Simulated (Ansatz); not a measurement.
# BGePH+ (triplet): from Hartree-Fock to the top rungs, cc-pVDZ

How much of the correlation energy of BGePH+ (triplet) does each wave-function method recover here?

The runs use Ansatz 0.2.0, Gaussian basis; cc-pVDZ, core rule «outside noble gas», up to 20 orbitals frozen.

To be run: UHF; CCSD(T) on ROHF; CCSD(T) on UHF; BCCD(T) on ROHF; CISD; CCSDT(Q) on ROHF; CCSDT(Q) on UHF.

25 further runs of the same task are left out: 16 that didn't finish, 9 set aside as unsound or not needed.

### 1 The system

The geometry is a PBE0/def2-TZVP stationary point (not a proven minimum) of the parent state, kept for this charge and spin. No spin-orbit coupling is included. The filled d shell of Ge may be among the frozen orbitals whatever the setting's name suggests; the logs give the count.

4 atoms, charge 1, spin multiplicity 3.

Atoms are counted from 1 here; the program's logs count them from 0.

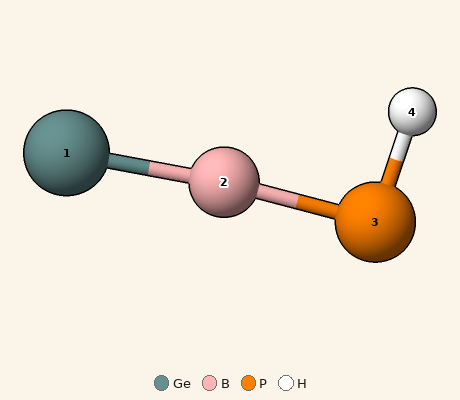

The structure; germanium teal, boron pink, phosphorus orange, hydrogen white; atoms are numbered from 1 in the order of the file.

As a file:

```xyz
4
charge 1, multiplicity 3
Ge    0.00000   -0.31137    2.46847
B    -0.00001   -0.28861    0.51033
P     0.00000   -0.40752   -1.39788
H     0.00001    1.00750   -1.58091
```

In the tables R marks a restricted open-shell determinant and U an unrestricted one; energies count from the table's Hartree-Fock row.

### 2 UHF

in.yaml reads:

```yaml
crystal:
  periodic: [false, false, false]
  atoms:
    - {symbol: Ge, position_ang: [0.000003, -0.311368, 2.468469]}
    - {symbol: B, position_ang: [-0.000013, -0.288606, 0.510326]}
    - {symbol: P, position_ang: [0.000004, -0.407523, -1.397882]}
    - {symbol: H, position_ang: [0.000006, 1.007498, -1.580913]}
basis:
  gaussian: {orbitals: cc-pVDZ}
total_charge: 1
magnetization: {spin_polarized: true, initial_magnetization: 2}
hamiltonian: {xc: hf}
output: {orbitals: {seedname: orbitals}}
```

The run is started by

```sh
> ansatz run in.yaml --threads 1 --pin off --events-out ev --progress --plain --max-ram 2393MiB
```

The log of the run, shortened:

```text
Functional definition: HF
  name "HF"
  cite "Fock, Z. Phys. 61, 126 (1930) doi:10.1007/BF01340294"
  parent pbe
[...]
699 factors; integrals over basis functions are off by at most 1.3e-3 eV
[...]
mean field -66422.54213880 eV, -2440.9834007847 hartree, gradient 4.1e-6 eV, S^2 2.185397; 8 other end points of the search recorded, 0 dependent functions left out
reference -66422.54213880 eV, -2440.9834007847 hartree; 27, 25 occupied and 37, 39 virtual orbitals, 699 factors
Total energy: -66422.54213880 eV, -2440.9834007847 hartree
```

It took 12 s on 1 thread of Arm Neoverse V2, shared host.

From the report: ⟨S²⟩ of the determinant 2.185 (pure triplet: 2.00).

### 3 CCSD(T) on ROHF

in.yaml, as its differences from that of step 2:

```diff
@@ -10,4 +10,3 @@
 total_charge: 1
-magnetization: {spin_polarized: true, initial_magnetization: 2}
-hamiltonian: {xc: hf}
-output: {orbitals: {seedname: orbitals}}
+magnetization: {spin_polarized: false, initial_magnetization: 2}
+correlation: {method: ccsd_t, electrons: outside_noble_gas}
```

The command is unchanged.

The log of the run, shortened:

```text
Functional definition: HF
  name "HF"
  cite "Fock, Z. Phys. 61, 126 (1930) doi:10.1007/BF01340294"
  parent pbe
[...]
699 factors; integrals over basis functions are off by at most 1.3e-3 eV
[...]
mean field -66422.40281017 eV, -2440.9782805522 hartree, gradient 2.8e-6 eV, S^2 2.000000; 14 other end points of the search recorded, 0 dependent functions left out
[...]
determinant -66422.40281017 eV, -2440.9782805522 hartree, with singles and doubles -66429.36568089 eV, -2441.2341613314 hartree
determinant -66422.05718051 eV, -2440.9655788962 hartree, with singles and doubles -66428.93211660 eV, -2441.2182281378 hartree
determinant -66421.02238229 eV, -2440.9275507633 hartree, with singles and doubles -66428.71672706 eV, -2441.2103127180 hartree
determinant -66420.71135285 eV, -2440.9161206420 hartree, with singles and doubles -66428.35585587 eV, -2441.1970509465 hartree
[...]
determinant -66419.85291479 eV, -2440.8845736254 hartree, with singles and doubles -66427.82523634 eV, -2441.1775510385 hartree
determinant -66419.28299286 eV, -2440.8636293808 hartree, with singles and doubles -66426.51034784 eV, -2441.1292297774 hartree
determinant -66422.40281017 eV, -2440.9782805522 hartree, with singles and doubles -66429.36580578 eV, -2441.2341659209 hartree
determinant -66422.05718051 eV, -2440.9655788962 hartree, with singles and doubles -66428.93310193 eV, -2441.2182643478 hartree
[...]
20 core orbitals not correlated: weight in the atoms' cores, before any rotation towards them, 0.999 or more for the frozen orbitals, at most 0.000 for the correlated occupied ones
reference -66422.40281017 eV, -2440.9782805522 hartree; 7, 5 occupied and 37, 39 virtual orbitals, 699 factors
second order -5.63364833 eV of doubles, -0.07206515 eV of singles
cycle   1  -6.96299698 eV  change   -1.4e-6 eV  update   3.7e-6
perturbative correction -0.27594483 eV, -0.0101407854 hartree
Total energy: -66429.64175199 eV, -2441.2443067571 hartree
```

Run time: 28 s. Hardware: 1 thread of Arm Neoverse V2, shared host.

From the report: correlation -7.2389 eV; T1 0.027; largest double amplitude 0.04.

### 4 CCSD(T) on UHF

in.yaml, as its differences from that of step 3:

```diff
@@ -10,3 +10,3 @@
 total_charge: 1
-magnetization: {spin_polarized: false, initial_magnetization: 2}
+magnetization: {spin_polarized: true, initial_magnetization: 2}
 correlation: {method: ccsd_t, electrons: outside_noble_gas}
```

Launched as before.

The log of the run, shortened:

```text
Functional definition: HF
  name "HF"
  cite "Fock, Z. Phys. 61, 126 (1930) doi:10.1007/BF01340294"
  parent pbe
[...]
699 factors; integrals over basis functions are off by at most 1.3e-3 eV
[...]
mean field -66422.54213880 eV, -2440.9834007847 hartree, gradient 3.0e-6 eV, S^2 2.185396; 27 other end points of the search recorded, 0 dependent functions left out
determinant -66422.54213880 eV, -2440.9834007847 hartree, with singles and doubles -66429.33744977 eV, -2441.2331238569 hartree
determinant -66422.22965377 eV, -2440.9719171719 hartree, with singles and doubles -66428.93813937 eV, -2441.2184494702 hartree
determinant -66422.01133390 eV, -2440.9638940644 hartree, with singles and doubles -66428.79267299 eV, -2441.2131036797 hartree
determinant -66421.48285578 eV, -2440.9444728520 hartree, with singles and doubles -66428.54848283 eV, -2441.2041298566 hartree
[...]
determinant -66422.01133390 eV, -2440.9638940644 hartree, with singles and doubles -66428.82572505 eV, -2441.2143183203 hartree
determinant -66422.52877082 eV, -2440.9829095206 hartree, with singles and doubles -66429.37031380 eV, -2441.2343315878 hartree
determinant -66422.52877082 eV, -2440.9829095206 hartree, with singles and doubles -66429.37077890 eV, -2441.2343486797 hartree
20 core orbitals not correlated: weight in the atoms' cores, before any rotation towards them, 0.999 or more for the frozen orbitals, at most 0.000 for the correlated occupied ones
reference -66422.52877084 eV, -2440.9829095213 hartree; 7, 5 occupied and 37, 39 virtual orbitals, 699 factors
second order -5.55113756 eV of doubles, -0.00000000 eV of singles
cycle   1  -6.84201498 eV  change   -6.9e-6 eV  update   3.8e-5
cycle   2  -6.84201404 eV  change    9.3e-7 eV  update   1.4e-5
perturbative correction -0.27170738 eV, -0.0099850619 hartree
Total energy: -66429.64249226 eV, -2441.2443339616 hartree
```

Wall time 49 s (1 thread of Arm Neoverse V2, shared host).

From the report: ⟨S²⟩ of the determinant 2.016 (pure triplet: 2.00); correlation -7.1137 eV; T1 0.028; largest double amplitude 0.04.

### 5 BCCD(T) on ROHF

in.yaml, as its differences from that of step 4:

```diff
@@ -10,3 +10,3 @@
 total_charge: 1
-magnetization: {spin_polarized: true, initial_magnetization: 2}
-correlation: {method: ccsd_t, electrons: outside_noble_gas}
+magnetization: {spin_polarized: false, initial_magnetization: 2}
+correlation: {method: bccd_t, electrons: outside_noble_gas}
```

The command is unchanged.

The log of the run, shortened:

```text
Functional definition: HF
  name "HF"
  cite "Fock, Z. Phys. 61, 126 (1930) doi:10.1007/BF01340294"
  parent pbe
[...]
699 factors; integrals over basis functions are off by at most 1.3e-3 eV
[...]
mean field -66422.40281017 eV, -2440.9782805522 hartree, gradient 2.8e-6 eV, S^2 2.000000; 14 other end points of the search recorded, 0 dependent functions left out
[...]
determinant -66422.40281017 eV, -2440.9782805522 hartree, with singles and doubles -66429.36568089 eV, -2441.2341613314 hartree
determinant -66422.05718051 eV, -2440.9655788962 hartree, with singles and doubles -66428.93211660 eV, -2441.2182281378 hartree
determinant -66421.02238229 eV, -2440.9275507633 hartree, with singles and doubles -66428.71672706 eV, -2441.2103127180 hartree
determinant -66420.71135285 eV, -2440.9161206420 hartree, with singles and doubles -66428.35585587 eV, -2441.1970509465 hartree
[...]
determinant -66419.28299286 eV, -2440.8636293808 hartree, with singles and doubles -66426.51034784 eV, -2441.1292297774 hartree
determinant -66422.40281017 eV, -2440.9782805522 hartree, with singles and doubles -66429.36580578 eV, -2441.2341659209 hartree
determinant -66422.05718051 eV, -2440.9655788962 hartree, with singles and doubles -66428.93310193 eV, -2441.2182643478 hartree
[...]
20 core orbitals not correlated: weight in the atoms' cores, before any rotation towards them, 0.999 or more for the frozen orbitals, at most 0.000 for the correlated occupied ones
reference -66422.40281017 eV, -2440.9782805522 hartree; 7, 5 occupied and 37, 39 virtual orbitals, 699 factors
second order -5.63364833 eV of doubles, -0.07206515 eV of singles
cycle   1  -6.95345390 eV  change    9.5e-3 eV  update   1.3e-2
[...]
cycle  11  -6.95004150 eV  change   -5.3e-6 eV  update   1.3e-5
perturbative correction -0.29036461 eV, -0.0106707025 hartree
Total energy: -66429.64321628 eV, -2441.2443605688 hartree
```

Run time: 29 s. Hardware: 1 thread of Arm Neoverse V2, shared host.

From the report: correlation -7.2404 eV; largest double amplitude 0.04.

### 6 CISD

in.yaml, as its differences from that of step 5:

```diff
@@ -11,2 +11,2 @@
 magnetization: {spin_polarized: false, initial_magnetization: 2}
-correlation: {method: bccd_t, electrons: outside_noble_gas}
+correlation: {active_space: {ras: {orbitals: [5, 2, 37], electrons: 12, max_holes: 2, max_particles: 2}, fixed_orbitals: true}}
```

Same command.

The log of the run:

```text
Functional definition: HF
  name "HF"
  cite "Fock, Z. Phys. 61, 126 (1930) doi:10.1007/BF01340294"
  parent pbe
  exchange = exact_x
  correlation = 0
699 factors; integrals over basis functions are off by at most 1.3e-3 eV
mean field evaluation 1: about -66417.0561 eV, gradient 2.1e1 eV
mean field evaluation 2: about -66417.0943 eV, gradient 2.1e1 eV
mean field evaluation 4: about -66421.7793 eV, gradient 8.8e0 eV
mean field evaluation 8: about -66422.3956 eV, gradient 7.5e-1 eV
mean field evaluation 16: about -66422.4028 eV, gradient 2.8e-6 eV
mean field evaluation 32: about -66421.0211 eV, gradient 1.5e-1 eV
mean field evaluation 64: about -66417.2422 eV, gradient 1.6e1 eV
mean field evaluation 96: about -66422.0846 eV, gradient 3.3e-1 eV
mean field -66422.40281017 eV, -2440.9782805522 hartree, gradient 2.8e-6 eV, S^2 2.000000; 8 other end points of the search recorded, 0 dependent functions left out
reference -66422.40281017 eV, -2440.9782805522 hartree; 27, 25 occupied and 37, 39 virtual orbitals, 699 factors
state -66428.64063217 eV, -2441.2075162826 hartree
Total energy: -66428.64063217 eV, -2441.2075162826 hartree
```

Wall time 8 s (1 thread of Arm Neoverse V2, shared host).

From the report: 300,156 determinants.

### 7 CCSDT(Q) on ROHF

in.yaml, as its differences from that of step 6:

```diff
@@ -11,2 +11,2 @@
 magnetization: {spin_polarized: false, initial_magnetization: 2}
-correlation: {active_space: {ras: {orbitals: [5, 2, 37], electrons: 12, max_holes: 2, max_particles: 2}, fixed_orbitals: true}}
+correlation: {method: ccsdt_q, electrons: outside_noble_gas}
```

Launched as before.

The log of the run, shortened:

```text
Functional definition: HF
  name "HF"
  cite "Fock, Z. Phys. 61, 126 (1930) doi:10.1007/BF01340294"
  parent pbe
[...]
1225 factors; integrals over basis functions are off by at most 2.1e-7 eV
[...]
mean field -66422.40285891 eV, -2440.9782823431 hartree, gradient 2.0e-6 eV, S^2 2.000000; 14 other end points of the search recorded, 0 dependent functions left out
[...]
determinant -66422.40285891 eV, -2440.9782823431 hartree, with singles and doubles -66429.36573976 eV, -2441.2341634949 hartree
determinant -66422.05722779 eV, -2440.9655806339 hartree, with singles and doubles -66428.93217345 eV, -2441.2182302270 hartree
determinant -66421.02243041 eV, -2440.9275525315 hartree, with singles and doubles -66428.71678525 eV, -2441.2103148566 hartree
determinant -66420.71140212 eV, -2440.9161224528 hartree, with singles and doubles -66428.35591654 eV, -2441.1970531760 hartree
[...]
determinant -66419.28304237 eV, -2440.8636312002 hartree, with singles and doubles -66426.51040981 eV, -2441.1292320547 hartree
determinant -66422.40285891 eV, -2440.9782823431 hartree, with singles and doubles -66429.36586483 eV, -2441.2341680912 hartree
determinant -66422.05722779 eV, -2440.9655806339 hartree, with singles and doubles -66428.93316926 eV, -2441.2182668222 hartree
20 core orbitals not correlated: weight in the atoms' cores, before any rotation towards them, 0.999 or more for the frozen orbitals, at most 0.000 for the correlated occupied ones
reference -66422.40285891 eV, -2440.9782823431 hartree; 7, 5 occupied and 37, 39 virtual orbitals, 1225 factors
second order -5.63367163 eV of doubles, -0.07206513 eV of singles
cycle   1  -6.55758585 eV  change   -8.5e-1 eV  update   1.0e-1
[...]
cycle  27  -7.29400646 eV  change   -1.2e-6 eV  update   1.2e-6
perturbative correction -0.01788797 eV, -0.0006573707 hartree
Total energy: -66429.71475334 eV, -2441.2469895073 hartree
```

Run time: 2.4 min. Hardware: 1 thread of Arm Neoverse V2, shared host; peak memory 0.81 GiB.

From the report: correlation -7.3119 eV; T1 0.029; largest double amplitude 0.05.

### 8 CCSDT(Q) on UHF

in.yaml, as its differences from that of step 7:

```diff
@@ -10,3 +10,3 @@
 total_charge: 1
-magnetization: {spin_polarized: false, initial_magnetization: 2}
+magnetization: {spin_polarized: true, initial_magnetization: 2}
 correlation: {method: ccsdt_q, electrons: outside_noble_gas}
```

Launched as before.

The log of the run, shortened:

```text
Functional definition: HF
  name "HF"
  cite "Fock, Z. Phys. 61, 126 (1930) doi:10.1007/BF01340294"
  parent pbe
[...]
1225 factors; integrals over basis functions are off by at most 2.1e-7 eV
[...]
mean field -66422.54218837 eV, -2440.9834026066 hartree, gradient 2.3e-6 eV, S^2 2.185400; 27 other end points of the search recorded, 0 dependent functions left out
determinant -66422.54218837 eV, -2440.9834026066 hartree, with singles and doubles -66429.33750831 eV, -2441.2331260083 hartree
determinant -66422.22970152 eV, -2440.9719189265 hartree, with singles and doubles -66428.93819517 eV, -2441.2184515211 hartree
determinant -66422.01138807 eV, -2440.9638960553 hartree, with singles and doubles -66428.79273182 eV, -2441.2131058415 hartree
determinant -66421.48290728 eV, -2440.9444747445 hartree, with singles and doubles -66428.54854083 eV, -2441.2041319882 hartree
[...]
determinant -66422.01138807 eV, -2440.9638960553 hartree, with singles and doubles -66428.82578366 eV, -2441.2143204740 hartree
determinant -66422.52881978 eV, -2440.9829113198 hartree, with singles and doubles -66429.37037319 eV, -2441.2343337701 hartree
determinant -66422.52881978 eV, -2440.9829113198 hartree, with singles and doubles -66429.37083791 eV, -2441.2343508483 hartree
[...]
20 core orbitals not correlated: weight in the atoms' cores, before any rotation towards them, 0.999 or more for the frozen orbitals, at most 0.000 for the correlated occupied ones
reference -66422.52881980 eV, -2440.9829113205 hartree; 7, 5 occupied and 37, 39 virtual orbitals, 1225 factors
second order -5.55116033 eV of doubles, -0.00000000 eV of singles
cycle   1  -6.41045728 eV  change   -8.6e-1 eV  update   1.1e-1
[...]
cycle  28  -7.16960779 eV  change   -5.4e-7 eV  update   9.5e-7
perturbative correction -0.01954495 eV, -0.0007182636 hartree
Total energy: -66429.71797254 eV, -2441.2471078106 hartree
```

Run time: 2.9 min. Hardware: 1 thread of Arm Neoverse V2, shared host; peak memory 0.68 GiB.

From the report: ⟨S²⟩ of the determinant 2.016 (pure triplet: 2.00); correlation -7.1892 eV; T1 0.031; largest double amplitude 0.05.

### 9 The ladder

The yardstick is UCCSDT(Q), where the cluster series has nearly closed. Rows without a time come out of other runs: HF, MP2 and CCSD of CCSD(T), CCSDT of CCSDT(Q).

Differences are taken before rounding.

```tsv
method	energy from the lowest RHF (kJ/mol)	from UCCSDT(Q) (kJ/mol)	time
RHF	0.0	+705.8	
UHF	-13.4	+692.4	12 s
RMP2	-550.5	+155.3	
UMP2	-547.8	+158.0	
CISD	-601.9	+103.9	8 s
RCCSD	-671.8	+34.0	
UCCSD	-672.3	+33.5	
RCCSD(T)	-698.5	+7.4	28 s
UCCSD(T)	-698.5	+7.3	49 s
BCCD(T)	-698.6	+7.2	29 s
RCCSDT	-703.8	+2.0	
UCCSDT	-703.9	+1.9	
RCCSDT(Q)	-705.5	+0.3	2.4 min
UCCSDT(Q)	-705.8	0	2.9 min
```

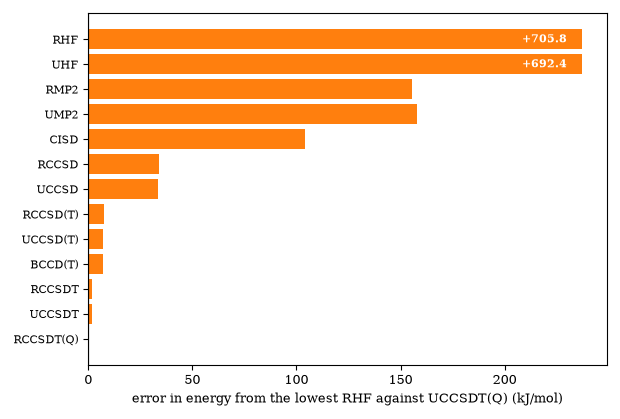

Deviations from UCCSDT(Q), method by method. Bars with a number in them are cut short.

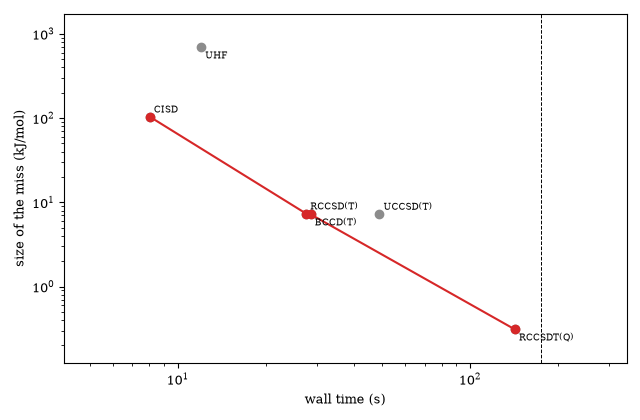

Miss against cost. Red marks the levels that no quicker level drawn beats (of those quicker than the yardstick), and the dashed line is the time of UCCSDT(Q). Times are from a shared host.

### 10 What came out

| quantity | value |
| --- | --- |
| UCCSDT(Q) below the RHF energy | -7.3152 eV |
| RMP2 from UCCSDT(Q) | +155.3 kJ/mol |
| UMP2 from UCCSDT(Q) | +158.0 kJ/mol |
| RCCSD from UCCSDT(Q) | +34.0 kJ/mol |
| RCCSD(T) from UCCSDT(Q) | +7.4 kJ/mol |
| UCCSD(T) from UCCSDT(Q) | +7.3 kJ/mol |
| RCCSDT(Q) from UCCSDT(Q) | +0.3 kJ/mol |
| levels within 1 kcal/mol (43 meV) | RCCSDT, UCCSDT, RCCSDT(Q) |
| T1 diagnostic | 0.027 |

What this shows: RCCSD(T) misses by +7.4 kJ/mol, 1.0 % of the correlation energy. Coupled cluster took another determinant than the lowest Hartree-Fock one. These misses are within one basis, not against nature; the frozen cores of restricted and unrestricted runs differ, which can shift their rows.

For cost: RCCSDT(Q) gets within 0.3 kJ/mol in 2.4 min, where UCCSDT(Q) took 2.9 min; the quickest level in the cost chart, CISD, takes 8 s and misses by 103.9 kJ/mol.
